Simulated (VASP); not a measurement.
Band structure of InAs (space group Fm-3m). These are LDA (Ceperley-Alder, Perdew-Zunger), VASP's LDA PAW potentials (set 64) (plane waves; VASP) values and carry that method's errors.

Unless said otherwise, spin-orbit coupling is left out, though it shifts the bands of the heavy elements here.

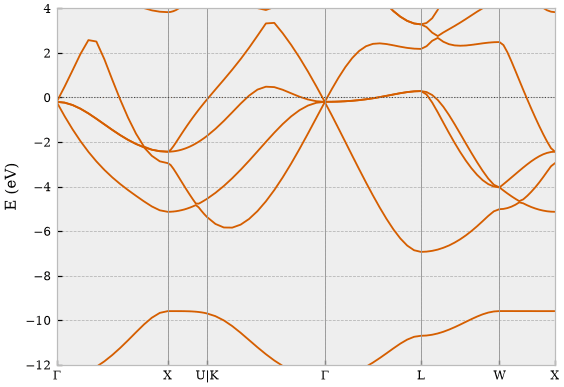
Figure: Bands along high-symmetry lines, zero at the valence-band maximum or, without a gap, the Fermi level

### Question
Read the plot: is there a gap, and where are the band edges?

### Answer
It has no gap at this level: it comes out as a metal or semimetal. (Edges off the drawn lines would not show.)

The structure comes from a computed database's InAs entry (Fm-3m); how it stands against other phases isn't given here. It was relaxed first, which changed the volume by -8 %.
